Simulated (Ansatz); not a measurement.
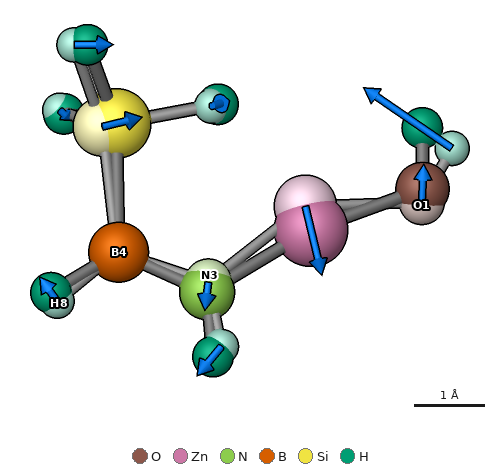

This is a relaxation of ZnBSiNH6O. The starting structure is drawn faded, the final one solid; blue arrows show the displacements, magnified 3 times. The two geometries are superimposed by the best rigid fit.

The picture is a ball-and-stick view, seen at a tilt.

The start comes from GFN2-xTB.

Level of theory: RKS PBE0-D4/def2-TZVP in Ansatz.

Input
```yaml
crystal:
  periodic: [false, false, false]
  atoms:
    - {symbol: O, position_ang: [-2.988310, 0.864070, 0.662530]}
    - {symbol: Zn, position_ang: [-1.321310, 0.607130, 0.275200]}
    - {symbol: N, position_ang: [0.120220, 1.139220, -0.817980]}
    - {symbol: B, position_ang: [1.272420, 0.383880, -0.875610]}
    - {symbol: Si, position_ang: [1.225290, -1.193230, 0.280920]}
    - {symbol: H, position_ang: [-3.478160, 0.360930, 1.307170]}
    - {symbol: H, position_ang: [0.068900, 1.973410, -1.389010]}
    - {symbol: H, position_ang: [2.152910, 0.723360, -1.582100]}
    - {symbol: H, position_ang: [1.124290, -2.562090, -0.248930]}
    - {symbol: H, position_ang: [2.067470, -1.339520, 1.477850]}
    - {symbol: H, position_ang: [-0.243700, -0.957150, 0.909960]}
basis:
  gaussian: {orbitals: def2-TZVP}
hamiltonian: {xc: pbe0, dispersion: d4}
relax: {f_tol: 0.005, max_steps: 150}
```

Launched with:
```bash
ansatz run in.yaml --threads 4 --pin off --events-out ev --progress --plain --max-ram 10444MiB
```

### Atoms of which element are displaced furthest, and by how much?

Hydrogen: up to 0.52 Å, against 0.35 Å for zinc.

### Describe the change and its energy.

Over 10 accepted moves (12 points after the start) the energy falls by 25.6 kJ/mol. The largest force component goes from 1.2 to 0.0036 eV/Å. The line search rejected the trial steps at points 4, 8 of the run. H6 moves most after the best rigid fit: 0.52 Å. By element the largest moves are H 0.52 Å, Zn 0.35 Å, Si 0.21 Å, O 0.19 Å, N 0.15 Å, B 0.03 Å. Near-neighbour distances that change, for instance: Zn2–H11 2.003 → 2.312 Å, Si5–H11 1.615 → 1.523 Å, Zn2–Si5 3.119 → 3.184 Å, B4–Si5 1.956 → 2.021 Å. Among the angles between lasting bonds that change: O1–Zn2–N3 145.5° → 169.1°, Zn2–O1–H6 124.6° → 114.5°, B4–Si5–H11 97.7° → 104.0°.
